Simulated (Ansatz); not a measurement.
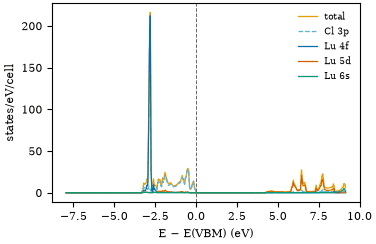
Fig. 1. Total and projected density of states of LuCl₃ in space group P6_3/mmc (No. 194; Lu on 2d, Cl on 6h), the program Ansatz at the r²SCAN level (PAW)

Problem. Which orbitals carry the states next to the gap?

Solution. Top 1 eV of the valence band: Cl 3p 94 %. Bottom 1 eV of the conduction band: Lu 5d 72 %, Lu 6s 12 %, Cl 3p 10 %. Projections are on Löwdin-orthogonalised atomic valence shells; empty p or d shells of many metals are not among them.

Problem. Where is the tallest occupied peak in this window, and what makes it?

Solution. Near -2.8 eV, about 220 states/eV per cell; the largest projected share is Lu 4f.

The workflow started from a Materials Project entry (that database holds measured and hypothetical structures alike); the Crystallography Open Database copy checked does not list it. Whether it is the stable phase at ambient conditions was not checked. The cell was relaxed with r²SCAN under the symmetry of its start; whether a distortion lowers the energy is not shown. A crystal of weakly bound chains computed without a dispersion correction: the cell and the soft elastic constants depend strongly on that. Scalar-relativistic: spin–orbit coupling is off unless named, which matters more the heavier the elements.

Potentials: the later of the program's two PAW sets.
